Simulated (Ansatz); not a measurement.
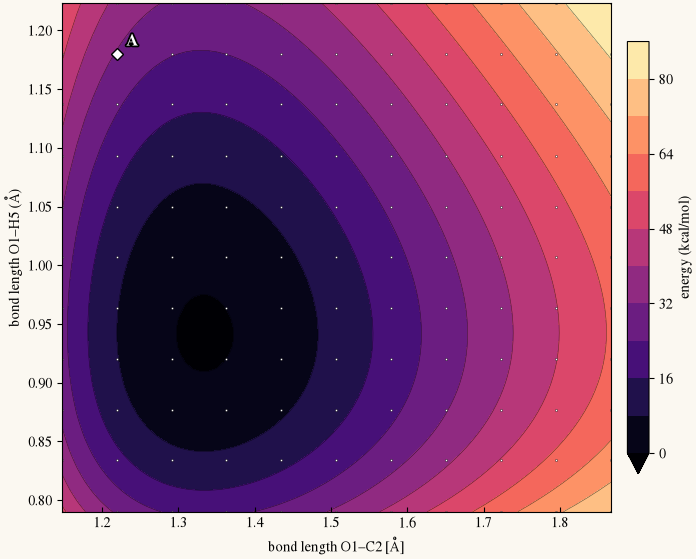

C₂H₃GaO, SMILES O[C]1=[CH][GaH]1. 
- Coordinates scanned: (1) bond length O1–C2; (2) bond length O1–H5.
- Nothing is relaxed (all other coordinates rigid).
- The grid has 11 × 11 points.
- Energies: kcal/mol, counted from the lowest grid point.
- Level of theory: Ansatz 0.2.0, RHF/def2-TZVP.

The picture shows filled contours, dots at the grid points, the point A. Between grid points the surface is interpolated.

Which way does the force act at A, and how strong is it?

A, at bond length O1–C2 = 1.219 Å, bond length O1–H5 = 1.180 Å, is not a stationary point. The computed force is 162 kcal/mol for each Å towards larger values of bond length O1–C2 and 153 kcal/mol for each Å towards smaller values of bond length O1–H5.
